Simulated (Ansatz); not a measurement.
Base system: CuI in the zinc blende structure (space group F-43m, No. 216; a = 5.8619 Å).

Modification: the cell is scaled by 1.0050 in all directions, atoms relaxed at fixed cell.

Level of theory: plane-wave PAW DFT at the LDA level (Ansatz, an electronic-structure program, 420 eV), no spin-orbit coupling.

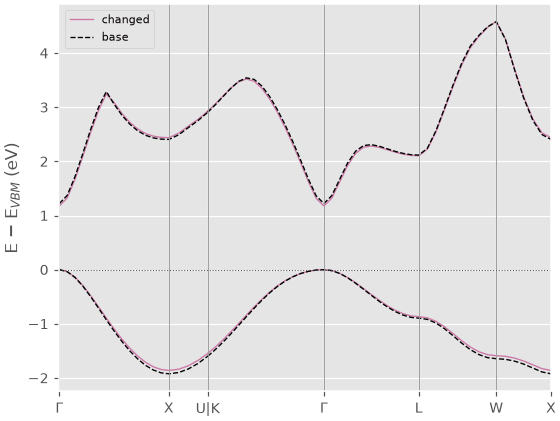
Figure. Highest valence and lowest conduction band along the path, each from its own valence-band maximum

Q: Read the changed gap and its character from the plot.

A: About 1.2 eV, direct at Γ.

Spin-orbit coupling, missing from the scalar runs, can matter with I. The cells carry an imposed strain or load. No phonon test of stability was made. The final runs are not spin-polarised.
